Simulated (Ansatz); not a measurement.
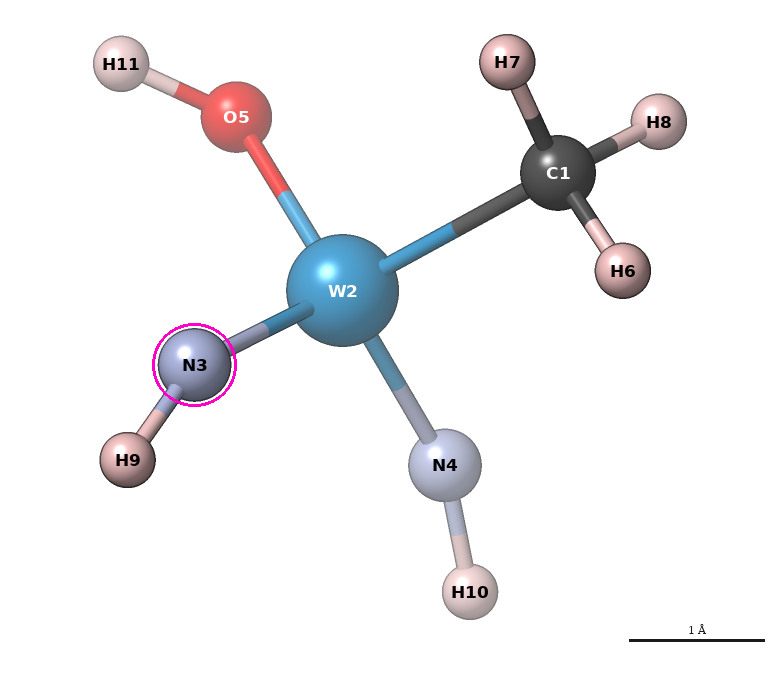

Orthographic view. Distant atoms are faded towards the background colour. Charge 0, singlet. The geometry was computed by an optimisation with PBE0-D4/def2-TZVP.

### Name the neighbours of the circled atom.

The circled atom is N3; it is bonded to W2, H9.

### Of C1 and H8, which is nearer the viewer?

C1; the bond to H8 points away from the viewer, so it looks shorter than its 1.09 Å.

### What is the shortest path along bonds from the circled atom to H8?

N3–W2–C1–H8, 3 bonds; through space the two are 3.99 Å apart.
